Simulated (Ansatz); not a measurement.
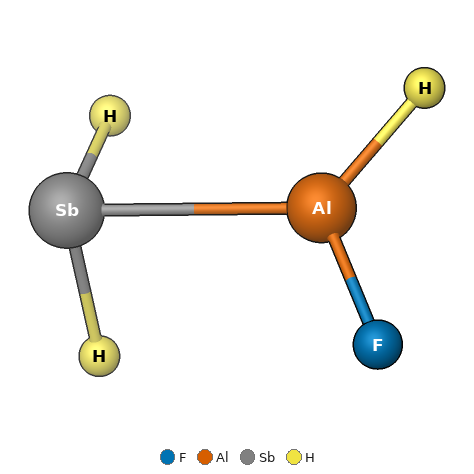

Atoms fade into the background with distance from the viewer. The geometry was computed by an optimisation with PBE0-D4/def2-TZVP.

List the symmetry elements and name the point group.

Answer. It has no symmetry element but the identity, so the point group is C1. The group has 1 operation. The geometry is chiral, and symmetry allows a dipole moment.
